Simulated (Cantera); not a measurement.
A closed system holds: 1 mol Ta₂O₅, 440 mol H₂, 0.1 mol H₂O, at 0.100 bar.

Method: chemical equilibrium by Gibbs-energy minimisation in Cantera with the NASA 1993 tables (ideal gas, pure condensed phases). Candidate condensed phases: H₂O, Ta, Ta₂O₅; 12 gas species. Mutual solubility and eutectic melting of coexisting phases are not modelled. Condensed phases not in the tables: N, O or C dissolved in the metal. Kinetics and transport are ignored.

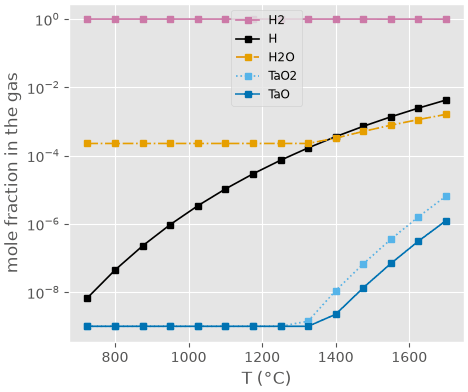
Figure. Equilibrium gas composition (values under 1e-9 drawn at 1e-9)

**Question.** Read off the mole fractions at 1700 °C.

**Answer.** H₂ about 0.99, H about 0.0043, H₂O about 0.0016, TaO₂ about 6.5e-6, TaO about 1.3e-6.
